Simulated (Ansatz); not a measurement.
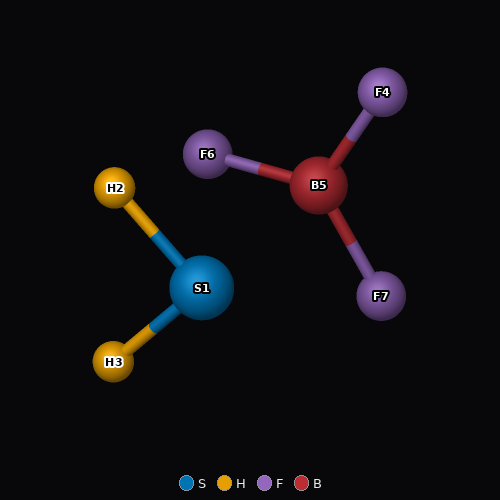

The system is the pair H₂S···BF₃; the picture shows the reference structure. 
- The turn is about an axis along (0.29, −0.92, −0.25) in the frame of the relaxed pair, normal to the line between the partners.
- First axis: distance B5···S1. Second axis: turn of S1, H2, H3 about B5.
- The grid has 15 × 15 points.
- Points are written as (first, second).
- All energies are given in kcal/mol relative to the lowest grid point.
- Energies and slopes of some neighbouring points disagree (a jump in structure or state, or too coarse a mesh).
- These are results of RKS PBE0-D4/def2-SVPD in Ansatz, not measurements.

Its coordinates:

```yaml
atoms:
  - { symbol: S, position_ang: [-0.2555, 0.5868, -1.4137] }
  - { symbol: H, position_ang: [0.9251, 0.0682, -1.8168] }
  - { symbol: H, position_ang: [-0.9300, -0.5391, -1.7338] }
  - { symbol: F, position_ang: [0.9631, 0.9305, 1.3766] }
  - { symbol: B, position_ang: [0.0545, -0.0084, 1.1557] }
  - { symbol: F, position_ang: [0.4539, -1.2584, 0.9574] }
  - { symbol: F, position_ang: [-1.2110, 0.2204, 1.4746] }
```

Range: distance B5···S1 from 2.231 to 3.631 Å; turn of S1, H2, H3 about B5 from −120.0 to 120.0°.

Predict the map.

Answer. The lowest grid point is at (2.658 Å, 0.0°). The highest grid point, (2.231 Å, −102.9°), lies 398 kcal/mol above the lowest.

| turn of S1, H2, H3 about B5 ↓, distance B5···S1 → | 2.231 | 2.266 | 2.323 | 2.393 | 2.473 | 2.562 | 2.658 | 2.761 | 2.870 | 2.985 | 3.105 | 3.230 | 3.359 | 3.493 | 3.631 |
| --- | --- | --- | --- | --- | --- | --- | --- | --- | --- | --- | --- | --- | --- | --- | --- |
| 120.0 | 272 | 254 | 227 | 197 | 166 | 136 | 108 | 84 | 64 | 48 | 36 | 27 | 20 | 16 | 12 |
| 102.9 | 393 | 366 | 327 | 285 | 244 | 202 | 163 | 128 | 97 | 72 | 53 | 38 | 28 | 21 | 16 |
| 85.7 | 378 | 353 | 317 | 278 | 239 | 199 | 160 | 125 | 95 | 71 | 52 | 38 | 28 | 21 | 16 |
| 68.6 | 238 | 224 | 203 | 178 | 152 | 125 | 100 | 78 | 60 | 45 | 34 | 25 | 19 | 15 | 12 |
| 51.4 | 115 | 107 | 96 | 83 | 70 | 57 | 46 | 36 | 28 | 21 | 17 | 13 | 11 | 9 | 8 |
| 34.3 | 44 | 41 | 36 | 30 | 25 | 20 | 16 | 13 | 10 | 8 | 7 | 7 | 6 | 6 | 6 |
| 17.1 | 13 | 12 | 10 | 8 | 6 | 4 | 3 | 3 | 3 | 3 | 3 | 3 | 4 | 4 | 5 |
| 0.0 | 5 | 4 | 3 | 2 | 1 | 0 | 0 | 0 | 1 | 1 | 2 | 2 | 3 | 4 | 4 |
| −17.1 | 13 | 12 | 10 | 8 | 6 | 4 | 3 | 3 | 3 | 3 | 3 | 3 | 4 | 4 | 5 |
| −34.3 | 44 | 41 | 36 | 30 | 25 | 20 | 16 | 13 | 10 | 8 | 7 | 7 | 6 | 6 | 6 |
| −51.4 | 116 | 108 | 97 | 84 | 70 | 58 | 46 | 36 | 28 | 22 | 17 | 13 | 11 | 9 | 8 |
| −68.6 | 241 | 227 | 205 | 180 | 154 | 127 | 102 | 79 | 61 | 45 | 34 | 25 | 19 | 15 | 12 |
| −85.7 | 383 | 358 | 321 | 282 | 242 | 201 | 162 | 127 | 97 | 72 | 53 | 38 | 28 | 21 | 16 |
| −102.9 | 398 | 370 | 331 | 289 | 246 | 205 | 165 | 129 | 98 | 73 | 54 | 39 | 28 | 21 | 16 |
| −120.0 | 274 | 256 | 229 | 199 | 168 | 137 | 110 | 85 | 65 | 49 | 36 | 27 | 20 | 16 | 13 |

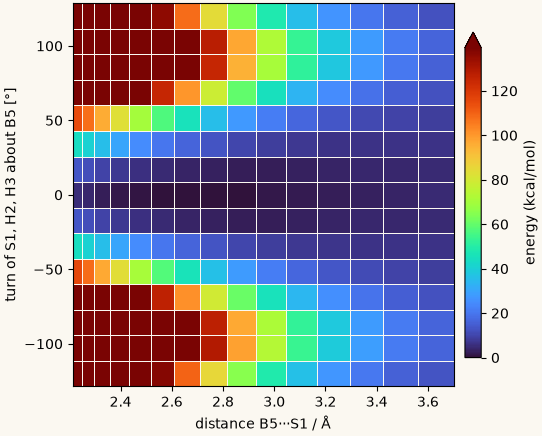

The picture shows one coloured cell a grid point, one colour for all values above the top of the scale.

The whole map (225 points run) took 43 min on 1 thread of Arm Neoverse N1, with other jobs on the host.
